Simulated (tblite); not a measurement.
# S14Sn14 (2x2x7 SnS rock-salt block): the cost of one run

Computed with tblite 0.8.0 and PySCF 2.14.0 and routines of our own; the level stands in each step. Atoms count from 0.

## 1. The starting structure

28 atoms, charge 0, multiplicity 1; geometry from: force field, distance geometry or constructed start.

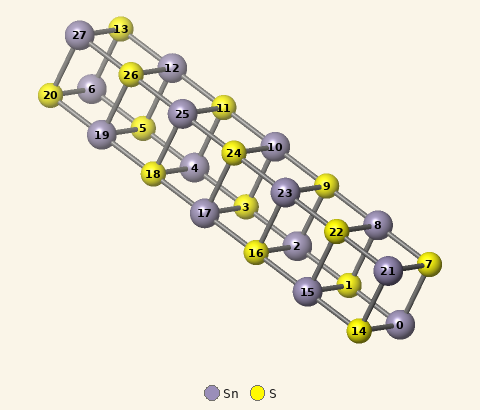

The starting geometry (tin purple, sulfur yellow); sticks join atoms by distance alone.

## 2. Relaxing the molecule with GFN1-xTB

Job settings and geometry (Å):

```
{"job": {"kind": "relax", "xc": "GFN1-xTB", "basis": "xTB"}, "charge": 0, "multiplicity": 1}
Sn    -1.401600    -1.408300    -8.440600
S     -1.409700    -1.403900    -5.632900
Sn    -1.401300    -1.408800    -2.812000
S     -1.407200    -1.402100    -0.006200
Sn    -1.407500    -1.407700     2.816400
S     -1.409800    -1.407000     5.623400
Sn    -1.406400    -1.404800     8.435700
S     -1.403100     1.409200    -8.437500
Sn    -1.403800     1.404400    -5.626400
S     -1.409300     1.405700    -2.811400
Sn    -1.408600     1.405300    -0.002100
S     -1.409000     1.404500     2.813000
Sn    -1.409900     1.407200     5.631000
S     -1.404300     1.405900     8.436300
S      1.404300    -1.401400    -8.438800
Sn     1.404600    -1.405900    -5.619700
S      1.406900    -1.404600    -2.812100
Sn     1.405400    -1.409900    -0.001000
S      1.405900    -1.404700     2.815500
Sn     1.409300    -1.405600     5.628700
S      1.404200    -1.402700     8.440500
Sn     1.405600     1.408000    -8.439200
S      1.409900     1.411100    -5.619400
Sn     1.402300     1.402200    -2.814500
S      1.407000     1.409100     0.000900
Sn     1.400400     1.405600     2.815500
S      1.407200     1.408800     5.625300
Sn     1.405900     1.407100     8.440200
```

Started as:

```bash
$ OMP_NUM_THREADS=8 python large_run.py task.json out
```

The driver reads the jobs from task.json and runs them one after another.

**Question.** How long does this first job take on 8 threads of Intel Xeon Platinum 8488C, shared host, and how much memory does it need?

About 4.7 s, with a peak of 0.16 GiB.
